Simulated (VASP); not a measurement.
Band structure of SiC (wurtzite). All values below come from TPSS meta-GGA, VASP's PBE PAW potentials (set 64) (plane waves; VASP).

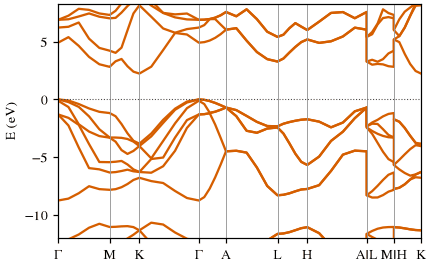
Figure. Bands along high-symmetry lines, zero at the valence-band maximum or, without a gap, the Fermi level

Problem. Read the plot: is there a gap, and where are the band edges?

Solution. The gap is indirect, 2.24 eV, from the valence maximum at Γ to the conduction minimum at K.

Measured: gap 3.33 eV (computed value off by -1.09 eV), as given by Daiki Deguchi et al., Japanese Journal of Applied Physics (2016), arXiv:1512.06930.

The compound is SiC in the wurtzite structure, the rare 2H polytype. It was relaxed first.
